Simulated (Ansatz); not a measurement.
# C₃H₅B: vertical ionisation energy

Aim: the vertical ionisation energy of C₃H₅B, as cation minus neutral at the neutral's geometry, on several levels, and how well −ε(HOMO) stands in for it.

Computed with Ansatz 0.2.0, Gaussian basis. Level: unrestricted cation, the program's frozen cores in correlated methods.

The runs, in order: UKS PBE-D4/def2-TZVPP; UKS r2SCAN-D4/def2-TZVPP; UKS PBE0-D4/def2-TZVPP; UKS B3LYP-D4/def2-TZVPP; UKS wB97X-V/def2-TZVPP; UKS wB97M-V/def2-TZVPP; UKS B2PLYP/def2-TZVPP; UHF-CCSD(T)/def2-TZVPP; UHF-MP2/def2-QZVPP; extrapolation to the limit; then −ε(HOMO) from the neutral's earlier runs with LDA (SPW92), PBE-D4, revPBE-D4, BLYP-D4, r2SCAN-D4, B97M-V, PBE0-D4, B3LYP-D4, r2SCANh-D4, r2SCAN0-D4, HSE06-D4, BHLYP-D4, CAM-B3LYP-D4, LC-ωPBE, ωB97X-V, ωB97M-V.

### 1 Structure used throughout

All runs share one geometry, relaxed beforehand with PBE0-D4 in a triple-zeta def2 set.

SMILES `BC1=CC1`, 9 atoms, charge 0, spin multiplicity 1.

Atoms are counted from 1 here; the program's logs count them from 0.

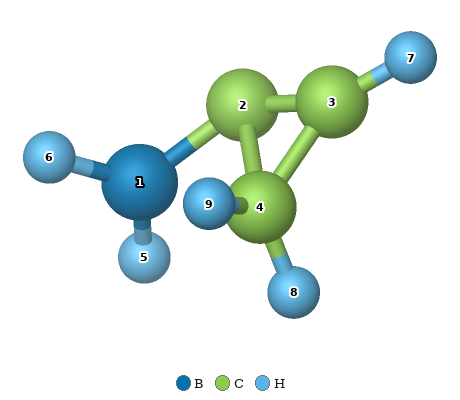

The geometry (colours as in the key); atoms are numbered from 1 in the order of the file.

Geometry (Å):

```xyz
9

B    -0.58980    0.99204   -0.56277
C     0.74273    0.33905   -0.53538
C     1.27659   -0.66656    0.05586
C    -0.15166   -0.56691    0.49473
H    -1.36047    0.69592   -1.42702
H    -0.78906    1.92830    0.15296
H     2.15331   -1.26638    0.20659
H    -0.85060   -1.29844    0.09688
H    -0.34264   -0.20312    1.50126
```

### 2 Cation, UKS PBE-D4/def2-TZVPP

File in.yaml:

```yaml
crystal:
  periodic: [false, false, false]
  atoms:
    - {symbol: B, position_ang: [-0.589797, 0.992045, -0.562771]}
    - {symbol: C, position_ang: [0.742728, 0.339053, -0.535385]}
    - {symbol: C, position_ang: [1.276595, -0.666558, 0.055855]}
    - {symbol: C, position_ang: [-0.151665, -0.566915, 0.494728]}
    - {symbol: H, position_ang: [-1.360472, 0.695916, -1.427019]}
    - {symbol: H, position_ang: [-0.789056, 1.928297, 0.152964]}
    - {symbol: H, position_ang: [2.153310, -1.266375, 0.206586]}
    - {symbol: H, position_ang: [-0.850600, -1.298442, 0.096883]}
    - {symbol: H, position_ang: [-0.342644, -0.203121, 1.501260]}
basis:
  gaussian: {orbitals: def2-TZVPP}
total_charge: 1
magnetization: {spin_polarized: true, initial_magnetization: 1}
hamiltonian: {xc: pbe, dispersion: d4}
```

The run is started by

```bash
$ ansatz run in.yaml --threads 2 --pin off --events-out ev --progress --plain --max-ram 4352MiB
```

The runs that follow: Cation, UKS r2SCAN-D4/def2-TZVPP; Cation, UKS PBE0-D4/def2-TZVPP; Cation, UKS B3LYP-D4/def2-TZVPP; Cation, UKS wB97X-V/def2-TZVPP; Cation, UKS wB97M-V/def2-TZVPP; Cation, UKS B2PLYP (frozen core)/def2-TZVPP; Cation, UHF-CCSD(T)/def2-TZVPP; Cation, UHF-MP2/def2-QZVPP.

Before running them: what should the planned runs give, taken together? Wanted: ionisation energy, CCSD(T)/CBS; nearest functional by difference; nearest −ε(HOMO); −ε(HOMO) of PBE; T1 of the cation.

As calculated:

```
                        quantity               value
  ionisation energy, CCSD(T)/CBS            10.47 eV
nearest functional by difference   B2PLYP (-0.27 eV)
                nearest −ε(HOMO)  LC-ωPBE (+0.11 eV)
                 −ε(HOMO) of PBE             6.65 eV
                T1 of the cation               0.028
```

What this shows: Energy differences with functionals land within 0.56 eV of the reference. −ε(HOMO) of PBE misses by 3.8 eV, since self-interaction lifts the level. Among orbital estimates LC-ωPBE comes nearest. Hartree-Fock falls 1.43 eV short, as the neutral has more correlation energy than the cation.
